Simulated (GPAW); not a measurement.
# Optical response of ZnCu, part 2 of 2

Aim: the dielectric function of ZnCu, and the optical constants that follow from it.

GPAW 26.7.0; DFT, RPBE, plane-wave PAW (GPAW data sets), scalar-relativistic, RPA, optical limit.

So far. Step 2 (Ground state): There are states at the Fermi level within the smearing, so the occupations stay smeared and the carriers get a Drude term.

**4. Dielectric function, RPA (continued)**

Values under 1 per cm are given as 1; sum at mesh points, not converged in k. Table of absorption coefficient, E ∥ x by photon energy:

| photon energy (eV) | absorption coefficient, E ∥ x (1/cm) |
| --- | --- |
| 1.99 | 5.6e5 |
| 3.98 | 1.1e6 |
| 6.02 | 1.1e6 |
| 8.03 | 1.1e6 |
| 10.03 | 1.1e6 |
| 12.02 | 1.0e6 |
| 14.04 | 8.7e5 |
| 16.03 | 7.9e5 |
| 18.05 | 7.7e5 |

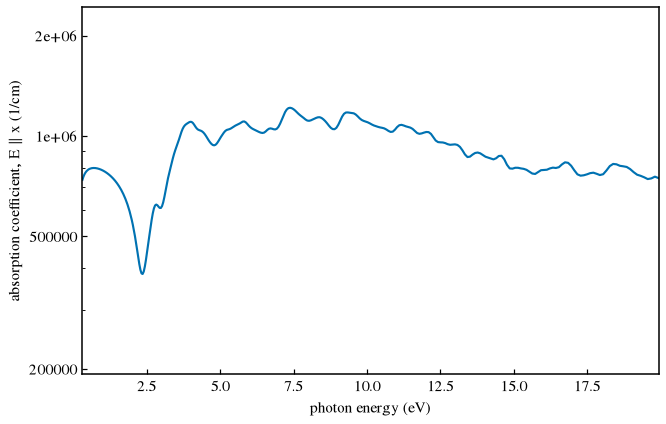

Absorption coefficient, E ∥ x against photon energy.

Sum at mesh points, not converged in k. Im ε, E ∥ x against photon energy; read off at these points:

| photon energy (eV) | without local fields | with local fields |
| --- | --- | --- |
| 1.0 | 15.4 | 15.4 |
| 2.0 | 3.25 | 3.23 |
| 2.7 | 9.66 | 9.52 |
| 3.0 | 9.06 | 8.91 |
| 3.4 | 11.8 | 11.7 |
| 4.0 | 8.13 | 8.18 |
| 5.0 | 5.10 | 5.10 |
| 6.0 | 3.36 | 3.42 |
| 7.0 | 3.22 | 3.25 |
| 8.0 | 2.18 | 2.21 |
| 9.0 | 1.94 | 1.96 |
| 10.0 | 1.42 | 1.44 |
| 11.0 | 1.31 | 1.31 |
| 12.0 | 1.05 | 1.05 |
| 13.0 | 0.893 | 0.882 |
| 14.0 | 0.783 | 0.777 |
| 15.0 | 0.713 | 0.690 |
| 16.0 | 0.697 | 0.681 |
| 17.0 | 0.655 | 0.630 |
| 18.0 | 0.621 | 0.601 |
| 19.0 | 0.575 | 0.557 |

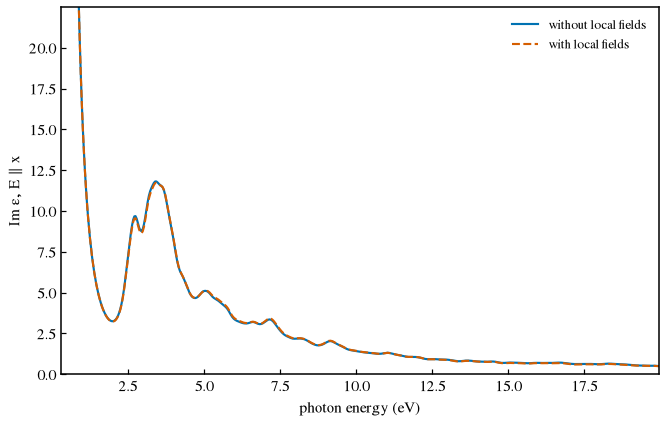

Im ε, E ∥ x, plotted against photon energy. Below 1 eV the curve runs off the scale.

The reflectivity at normal incidence, E ∥ x has structure finer than the step of the table below, so its rows give means over 2 eV, whole bins alone (the curve runs from 0.305 to 19.9 eV). Peaks (eV: height): 4.1: 56.3, 7.5: 42.2, 9.6: 35.6.

Sum at mesh points, not converged in k. The reflectivity at normal incidence, E ∥ x by photon energy; means over each step:

| photon energy (eV) | reflectivity at normal incidence, E ∥ x (%) |
| --- | --- |
| 2 | 66.4 |
| 4 | 48.8 |
| 6 | 41.3 |
| 8 | 37.3 |
| 10 | 31.6 |
| 12 | 25.1 |
| 14 | 16.9 |
| 16 | 11.0 |
| 18 | 8.96 |

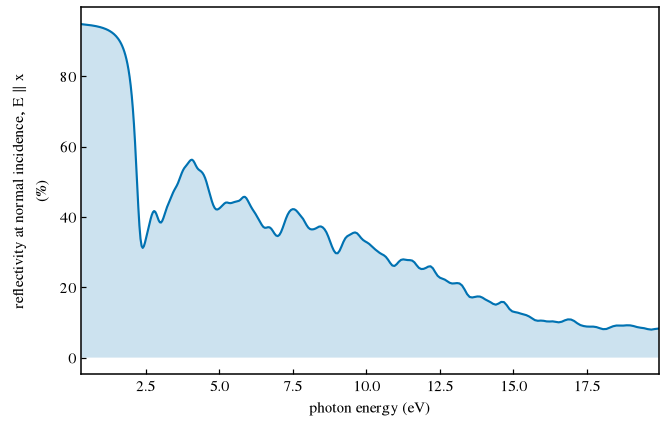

Reflectivity at normal incidence, E ∥ x, plotted against photon energy.

Sum at mesh points, not converged in k. Table of loss function −Im 1/ε at q → 0, E ∥ x by energy loss; read off at these points:

| energy loss (eV) | loss function −Im 1/ε at q → 0, E ∥ x |
| --- | --- |
| 2.0 | 0.0538 |
| 2.3 | 0.211 |
| 4.0 | 0.0879 |
| 6.0 | 0.211 |
| 8.0 | 0.346 |
| 10.0 | 0.550 |
| 12.0 | 0.868 |
| 14.0 | 1.29 |
| 14.8 | 1.43 |
| 16.0 | 1.29 |
| 17.1 | 1.39 |
| 18.0 | 1.26 |

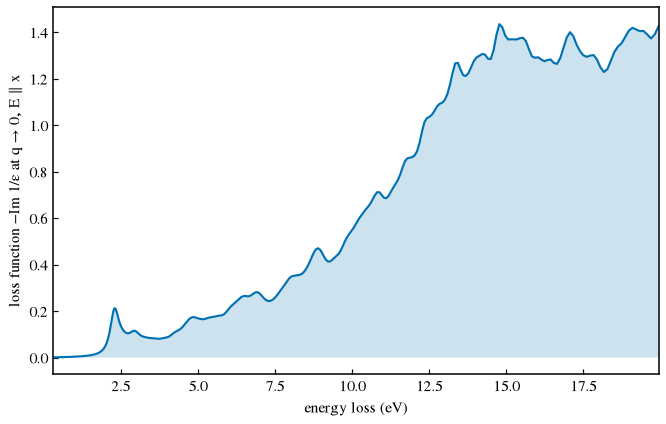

Loss function −Im 1/ε at q → 0, E ∥ x against energy loss.

From ε follow the optical constants at some laser and lamp lines:

| wavelength (nm) | n | k | R (%) | 1/α |
| --- | --- | --- | --- | --- |
| 1550 | 1.49 | 9.859 | 94.2 | 13 nm |
| 1064 | 0.76 | 6.526 | 93.3 | 13 nm |
| 800 | 0.52 | 4.498 | 90.8 | 14 nm |
| 532 | 1.46 | 1.635 | 33.1 | 26 nm |
| 450 | 2.17 | 2.186 | 41.5 | 16 nm |
| 405 | 2.32 | 2.043 | 38.9 | 16 nm |
| 193 | 1.00 | 1.568 | 38.0 | 9.8 nm |

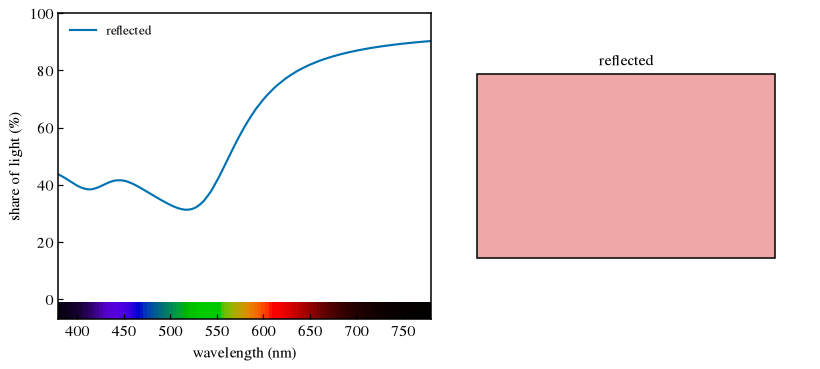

Light reflected across the visible range, with the colour that it makes of daylight (sRGB).

A polished face would reflect 49 % of daylight and look pink-red (CIE x = 0.381, y = 0.331 under D65).

**5. Summary of results**

In words: At this level (RPBE, RPA) ZnCu is a metal. The mesh is too coarse to trust the carriers' weight, the reflectivity or the colour to better than tens of per cent. A polished face would reflect 49 % of daylight and look pink-red (CIE x = 0.381, y = 0.331 under D65). The carriers' damping of 0.1 eV is typed, not computed; it shapes the response at the lowest energies. In this version of GPAW the matrix elements of the optical limit are incomplete, which can lower ε − 1 by up to a tenth where first-row anions or d states rule, and shift it by more in d metals. GPAW's carrier term has the form −ωp²/(ω + i·rate)², which damps like twice the rate and fails at low energy, so the curves leave the lowest energies out. The sum runs over mesh points 0.15 Å⁻¹ apart with no interpolation, so peaks are partly noise of the mesh, and the Drude plasma energy, a sum over the Fermi surface, isn't converged.

[Hosts, paths, dates, database ids (printed as entryN), source tags and the programs' standing remarks are cut or masked in the printed files.]
